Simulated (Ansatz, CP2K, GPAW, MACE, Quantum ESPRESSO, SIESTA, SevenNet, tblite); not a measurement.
**SIESTA on random packing of Al85Si15 (at. %) (104 atoms): settings against a plane-wave reference**

How near does SIESTA come to plane waves for random packing of Al85Si15 (at. %) (104 atoms)?

Program: SIESTA 5.4.2. Level of theory: the method is named at each step. Results are calculated unless marked as measured.

### 1. The structure

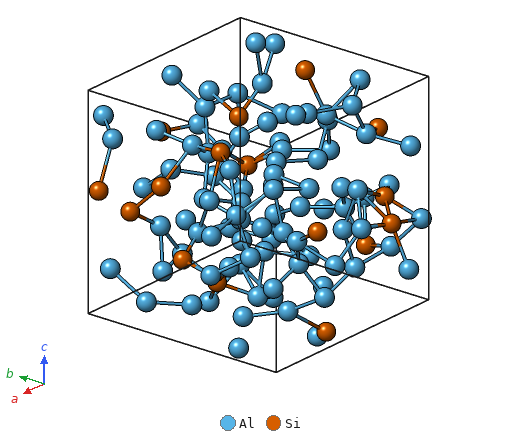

The starting structure, seen from a free direction (aluminium blue, silicon orange). Bonds to atoms that aren't drawn are left out. Some periodic images of atoms are drawn too.

The cell holds 104 atoms: 88 Al and 16 Si. Cell: a = 12.404 Å, b = 12.404 Å, c = 12.404 Å, α = 90.0°, β = 90.0°, γ = 90.0°. 104 atoms (88 Al, 16 Si) packed at random in a cube at 2.46 g/cm³ and pushed apart as soft spheres; a start for melting by ab initio MD, not an equilibrated structure. Then every atom was moved at random, 0.03 Å r.m.s. a Cartesian component.

The yardstick, on the same geometry:

```
method                 : Kohn-Sham DFT, PBE, PAW, plane waves (Ansatz 0.2.0); cutoff 420 eV, Γ point, fermi-dirac smearing of 0.05 eV; PAW set soft_2
r.m.s. force component : 1.426 eV/Å
longest force          : 4.778 eV/Å
pressure               : 14.21 GPa
SCF cycles             : 9
time                   : 18 s on 4 threads of Arm Neoverse V1, shared host
CPU time               : 71 s
```

### 2. PBE, DZP, shift 0.01 Ry, mesh 300 Ry

Method: Kohn-Sham DFT, PBE, PseudoDojo 0.4.1 norm-conserving pseudopotentials (converted to PSML), numerical atomic orbitals (DZP), diagonalisation.

The .psml files are PseudoDojo norm-conserving potentials that we converted to this format, checked against plane waves on the same files for H, C, O, Si, Ge and Ca alone.

Contents of input.fdf:

```
SystemLabel cell
NumberOfAtoms 104
NumberOfSpecies 2
%block ChemicalSpeciesLabel
  1 13 Al
  2 14 Si
%endblock ChemicalSpeciesLabel
LatticeConstant 1.0 Ang
%block LatticeVectors
  12.40380 0.00000 0.00000
  0.00000 12.40380 0.00000
  0.00000 0.00000 12.40380
%endblock LatticeVectors
PAO.BasisSize DZP
PAO.EnergyShift 0.01 Ry
XC.Functional GGA
XC.Authors PBE
MeshCutoff 300 Ry
%block kgrid_Monkhorst_Pack
  1 0 0 0.0
  0 1 0 0.0
  0 0 1 0.0
%endblock kgrid_Monkhorst_Pack
SolutionMethod diagon
OccupationFunction FD
ElectronicTemperature 580 K
SCF.Mixer.Method Pulay
SCF.Mixer.Weight 0.05
SCF.Mixer.History 8
SCF.Mix Hamiltonian
MaxSCFIterations 300
SCF.DM.Tolerance 1e-04
SCF.H.Tolerance 1.0e-3 eV
WriteForces T
Write.HirshfeldPop T
Write.VoronoiPop T
Write.DM F
Write.H F
XML.Write F
AtomicCoordinatesFormat Fractional
%block AtomicCoordinatesAndAtomicSpecies
  0.85670 0.09691 0.95750 1
  0.71631 0.67824 0.03142 1
  0.25399 0.33735 0.82143 1
  0.70713 0.20687 0.84635 1
  0.13490 0.38839 0.09448 1
  0.04237 0.00362 0.37639 1
  0.09947 0.73736 0.98439 1
  0.59369 0.74392 0.29818 1
  0.03854 0.37443 0.78470 1
  0.20844 0.53107 0.18945 1
  0.35161 0.40513 0.16890 1
  0.85899 0.30717 0.35800 1
  0.56901 0.06521 0.83916 1
  0.81138 0.71377 0.66060 1
  0.51407 0.83926 0.63878 1
  0.36170 0.87383 0.82338 1
  0.22251 0.87528 0.42339 1
  0.43591 0.23642 0.70813 1
  0.09655 0.28577 0.94135 1
  0.00300 0.35474 0.22500 1
  0.43267 0.18536 0.89657 1
  0.91987 0.26486 0.01296 1
  0.83701 0.73494 0.20610 1
  0.07874 0.57217 0.37285 1
  0.65528 0.34273 0.33990 1
  0.88907 0.97167 0.17253 1
  0.51908 0.57948 0.37578 1
  0.22445 0.01861 0.30743 1
  0.72324 0.00639 0.07089 1
  0.54498 0.30625 0.04565 1
  0.13956 0.21741 0.73125 1
  0.87574 0.59985 0.33246 1
  0.26102 0.73593 0.08019 1
  0.36305 0.25918 0.06023 1
  0.22358 0.97315 0.10123 1
  0.68133 0.43412 0.03186 1
  0.75910 0.29331 0.18421 1
  0.87957 0.96737 0.75162 1
  0.00304 0.70344 0.64203 1
  0.55150 0.74224 0.84693 1
  0.44885 0.40900 0.33897 1
  0.62597 0.49821 0.80233 1
  0.23015 0.63579 0.46841 1
  0.02643 0.07436 0.67776 1
  0.94408 0.46012 0.97242 1
  0.68354 0.26379 0.53660 1
  0.59163 0.88515 0.96470 1
  0.11682 0.78919 0.79940 1
  0.82295 0.43132 0.82426 1
  0.54211 0.57531 0.94963 1
  0.99969 0.91874 0.90846 1
  0.84366 0.14996 0.50829 1
  0.38972 0.67678 0.21330 1
  0.02711 0.86355 0.10398 1
  0.41762 0.00345 0.59494 1
  0.36543 0.15026 0.49296 1
[... 44 atom lines left out ...]
  0.00510 0.58637 0.15124 2
  0.39553 0.01373 0.37009 2
  0.20216 0.49227 0.96460 2
  0.90751 0.22730 0.83808 2
%endblock AtomicCoordinatesAndAtomicSpecies
```

The run is started by

```bash
OMP_NUM_THREADS=1 mpirun -np 2 siesta < input.fdf > output.txt
```

The log of the run:

```text
Version         : 5.4.2
reinit: System Name:
reinit: System Label: cell
initatom: Reading input for the pseudopotentials and atomic orbitals ----------
Species number:   1 Atomic number:   13 Label: Al
Species number:   2 Atomic number:   14 Label: Si
Ground state valence configuration (from tables):   3s02  3p01  3d00  4f00
Ground state valence configuration (from tables):   3s02  3p02  3d00  4f00
---- Processing specs for species: Al
GGA--PBE XC_GGA_X_PBE--XC_GGA_C_PBE pb
---- Processing specs for species: Si
GGA--PBE XC_GGA_X_PBE--XC_GGA_C_PBE pb
Al pseudopotential only contains V_ls up to l=2 -- lmxkb reset.
Si pseudopotential only contains V_ls up to l=2 -- lmxkb reset.
Using PAO.SplitTailNorm
%block ChemicalSpeciesLabel
    1   13 Al                      # Species index, atomic number, species label
    2   14 Si                      # Species index, atomic number, species label
%endblock ChemicalSpeciesLabel
%block PAO.Basis                 # Define Basis set
Al                    2                    # Species label, number of l-shells
 n=3   0   2                         # n, l, Nzeta
   6.130      4.449
   1.000      1.000
 n=3   1   2 P   1                   # n, l, Nzeta, Polarization, NzetaPol
   7.969      5.883
   1.000      1.000
Si                    2                    # Species label, number of l-shells
 n=3   0   2                         # n, l, Nzeta
   5.392      3.847
   1.000      1.000
 n=3   1   2 P   1                   # n, l, Nzeta, Polarization, NzetaPol
   6.844      4.952
   1.000      1.000
%endblock PAO.Basis
coor:   Atomic-coordinates input format  =     Fractional
siesta: System type = bulk
initatomlists: Number of atoms, orbitals, and projectors:    104  1352  1872
siesta: ******************** Simulation parameters ****************************
Total number of electrons:   328.000000
Total ionic charge:   328.000000
 Kpoints in:            1 . Kpoints trimmed:            1
siesta: k-grid: Number of k-points = 1
siesta: k-points from Monkhorst-Pack grid
siesta: k-cutoff (effective) =     6.202 Ang
siesta: k-point supercell and displacements
siesta: k-grid:     1     0     0      0.000
siesta: k-grid:     0     1     0      0.000
siesta: k-grid:     0     0     1      0.000
                     ====================================
                        Single-point calculation
                     ====================================
outcell: Unit cell vectors (Ang):
       12.403800    0.000000    0.000000
        0.000000   12.403800    0.000000
        0.000000    0.000000   12.403800
outcell: Cell vector modules (Ang)   :   12.403800   12.403800   12.403800
outcell: Cell angles (23,13,12) (deg):     90.0000     90.0000     90.0000
outcell: Cell volume (Ang**3)        :   1908.3774
Gamma-point calculation with multiply-connected orbital pairs
Gamma-point calculation with multiply-connected orbital pairs
Folding of H and S implicitly performed
Folding of H and S implicitly performed
new_DM -- step:     1
Initializing Density Matrix...
Attempting to read DM from file... Failed...
DM filled with atomic data:
InitMesh: MESH = 144 x 144 x 144 = 2985984
InitMesh: Mesh cutoff (required, used) =   300.000   372.492 Ry
stepf: Fermi-Dirac step function
        iscf     Eharris(eV)        E_KS(eV)     FreeEng(eV)     dDmax    Ef(eV) dHmax(eV)
   scf:    1    -6986.021596    -7291.324796    -7291.718229  1.866120 -4.804420  6.411816
   scf:    2    -7305.653795    -7300.625631    -7301.024876  0.047980 -4.799844  2.801765
   scf:    3    -7305.558409    -7303.371627    -7303.773745  0.027356 -4.796298  1.528683
   scf:    4    -7307.166403    -7305.725416    -7306.132649  0.036531 -4.790795  0.583920
   scf:    5    -7306.783037    -7306.339808    -7306.750971  0.014496 -4.789331  0.265118
   scf:    6    -7306.617805    -7306.493981    -7306.907517  0.005613 -4.789545  0.167839
[...]
scf:   16    -7306.645100    -7306.645103    -7307.063956  0.000317 -4.805965  0.001880
   scf:   17    -7306.645065    -7306.645084    -7307.063968  0.000173 -4.806188  0.001283
   scf:   18    -7306.645066    -7306.645075    -7307.063971  0.000085 -4.806292  0.000902
SCF Convergence by DM+H criterion
max |DM_out - DM_in|         :     0.0000853048
max |H_out - H_in|      (eV) :     0.0009022890
SCF cycle converged after 18 iterations
Using DM_out to compute the final energy and forces
siesta: E_KS(eV) =            -7306.6451
siesta: E_KS - E_eggbox =     -7306.6451
siesta: Atomic forces (eV/Ang):
     1    0.186502   -3.278480   -0.214018
     2   -1.060999   -1.689943    0.025672
     3    2.556170    1.670474    0.449290
     4   -0.267249    1.411450    0.087972
     5   -0.107968   -2.202753    1.246775
     6   -2.045503   -3.653142   -2.176088
[...]
102    2.820948    0.733525   -0.714712
   103   -1.045104    1.494923   -3.198882
   104    1.059387   -0.898486   -3.302593
----------------------------------------
   Tot   -0.000114    0.000244    0.001446
----------------------------------------
   Max    4.758586
   Res    1.513113    sqrt( Sum f_i^2 / 3N )
----------------------------------------
   Max    4.758586    constrained
Stress tensor Voigt[x,y,z,yz,xz,xy] (kbar):     -146.62     -159.05     -152.58       -2.93       -5.09      -20.92
(Free)E + p*V (eV/cell)    -7125.1210
Target enthalpy (eV/cell)    -7307.0640
siesta: Program's energy decomposition (eV):
siesta: Ebs     =     -3031.989131
siesta: Eions   =     15795.147578
siesta: Ena     =      7457.949792
siesta: Ekin    =      2756.349704
siesta: Enl     =      1288.387427
siesta: DEna    =       251.567613
siesta: DUscf   =        10.072243
siesta: Ex      =     -2823.028945
siesta: Ec      =      -452.795331
siesta: Exc     =     -3275.824276
siesta: Eharris =     -7306.645066
siesta: Etot    =     -7306.645075
siesta: FreeEng =     -7307.063971
siesta: Final energy (eV):
siesta:  Band Struct. =   -3031.989131
siesta:       Kinetic =    2756.349704
siesta:       Hartree =     673.233684
siesta:         Exch. =   -2823.028945
siesta:         Corr. =    -452.795331
siesta:   Exch.-corr. =   -3275.824276
siesta:  Ion-electron =   -3829.525563
siesta:       Ion-ion =   -3630.878623
siesta:         Total =   -7306.645075
siesta:         Fermi =      -4.806292
siesta: Stress tensor (static) (eV/Ang**3):
siesta:    -0.091512   -0.013057   -0.003178
siesta:    -0.013057   -0.099272   -0.001831
siesta:    -0.003179   -0.001831   -0.095233
siesta: Cell volume =       1908.377401 Ang**3
siesta: Pressure (static):
siesta:                Solid            Molecule  Units
siesta:           0.00103837          0.00131218  Ry/Bohr**3
siesta:           0.09533911          0.12047914  eV/Ang**3
siesta:         152.75009683        193.02886268  kBar
    Orbital volume contribution        =         116.716297 eV
    (Free)E + p_basis*V_orbitals       =       -7190.347675 eV
    (Free)Eharris+ p_basis*V_orbitals  =       -7190.347665 eV
Hirshfeld Atomic Populations:
Atom #   charge [q] valence [e]  Species
     1     0.007031    2.992969  Al
     2     0.058155    2.941845  Al
     3     0.031923    2.968077  Al
     4     0.086458    2.913542  Al
     5    -0.019860    3.019860  Al
     6     0.028027    2.971973  Al
[...]
89    -0.058256    4.058256  Si
    90    -0.036067    4.036067  Si
    91    -0.022821    4.022821  Si
    92    -0.045540    4.045540  Si
    93    -0.044218    4.044218  Si
    94    -0.010090    4.010090  Si
[...]
--------------------
 Total    -0.000003
Voronoi Atomic Populations:
Atom #   charge [q] valence [e]  Species
[...]
86    -0.040357    3.040357  Al
    87     0.031968    2.968032  Al
    88     0.045223    2.954777  Al
[...]
102    -0.047497    4.047497  Si
   103    -0.029253    4.029253  Si
   104    -0.072766    4.072766  Si
--------------------
 Total    -0.000003
```

The job ended after 11 min (2 MPI ranks of Arm Neoverse V1, shared host; peak memory 3.4 GiB; 23 min of CPU time).

Banners, paths, timers and routine set-up lines are dropped from the logs unmarked, and long logs keep their key lines alone; longer cuts are marked.

Compared with the plane-wave run:

* r.m.s. force component: 1.513 eV/Å
* r.m.s. difference of force components: 90.5 meV/Å
* longest difference of force vectors: 311.8 meV/Å
* force difference over r.m.s. force: 6.347 %
* slope of forces against the reference's: 1.061
* correlation of force components: 0.9999
* pressure: 15.28 GPa
* pressure difference: 1.063 GPa

Length of the force difference by element (eV/Å):

| element | atoms | mean | most |
| --- | --- | --- | --- |
| Al | 88 | 0.14 | 0.31 |
| Si | 16 | 0.16 | 0.27 |

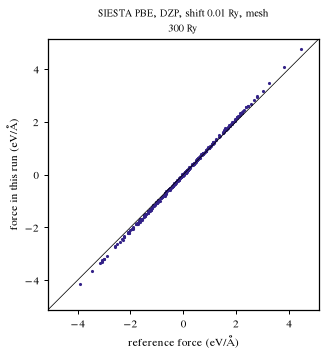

Force components against those of the reference; the line marks equality.

A closer look about Al22, which bears the longest force: 13 atoms, nearest first, numbered in the order of the input, with positions taken from that point.

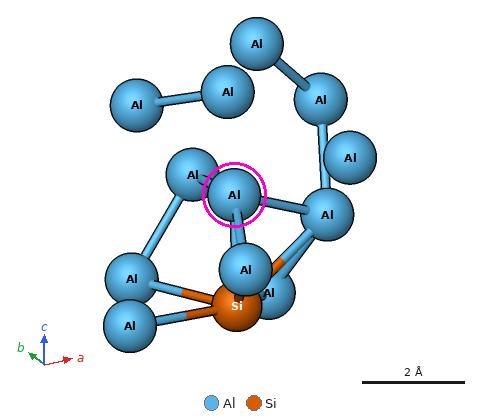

The atoms of the table, within 3.5 Å (arrows a, b, c point along x, y, z); some may hide others; the central atom is ringed.

```csv
atom,x,y,z,distance (Å),Hirshfeld charge (e),Fx,Fy,Fz (eV/Å)
Al22,0.00,0.00,0.00,0.00,-0.01,-0.88,1.57,4.76
Si104,-0.15,-0.47,-2.17,2.22,-0.06,1.06,-0.90,-3.30
Al1,-0.78,-2.08,-0.69,2.33,0.01,0.19,-3.28,-0.21
Al19,2.19,0.26,-0.89,2.38,0.00,1.62,-2.74,-0.14
Al45,0.30,2.42,-0.50,2.49,0.00,0.62,-0.04,1.94
Al37,-1.99,0.35,2.12,2.93,0.00,-2.17,-0.86,-4.16
Al66,1.39,-2.30,1.40,3.03,0.05,2.35,1.89,-1.47
Al20,1.03,1.11,2.63,3.04,0.01,-1.54,2.68,-2.48
Al5,2.67,1.53,1.01,3.24,-0.02,-0.11,-2.20,1.25
Al49,-1.20,2.06,-2.34,3.34,0.00,-0.56,0.77,2.33
Al87,-0.93,-1.51,2.91,3.41,0.01,-2.01,-2.71,0.17
Al4,-2.64,-0.72,-2.07,3.43,0.09,-0.27,1.41,0.09
Al9,1.47,1.36,-2.83,3.47,0.00,-1.29,2.42,-1.74
```

Forces lie 6.3 % from the reference's, at 19 times its CPU time (on 2 against 4 cores).

### 3. Results

```yaml
force_difference_from_the_reference: SIESTA PBE, DZP, shift 0.01 Ry, mesh 300 Ry, 6.3 %
its_cpu_time: 23 min
```

What this shows: The PBE run in local orbitals differs by 6.3 % (SIESTA PBE, DZP, shift 0.01 Ry, mesh 300 Ry); basis, grid and potentials can all enter. The reference's pressure of 14 GPa belongs to a cell and atoms that aren't relaxed at this level. The electronic-structure runs sample only Γ, in a cell whose shortest periodic width is 12 Å, which is coarse for a cell with partly filled levels.

[Also dropped from logs without a mark: logging warnings of Python, and SIESTA's first energy breakdown and zero terms.]

[Logs are printed without paths, hosts, clocks, repeated set-up lines and the standing remarks that a program may print on its own settings, such as how far it seeks lower states.]

[Hosts, paths, dates, database ids (printed as entryN), source tags and the programs' standing remarks are cut or masked in the printed files.]
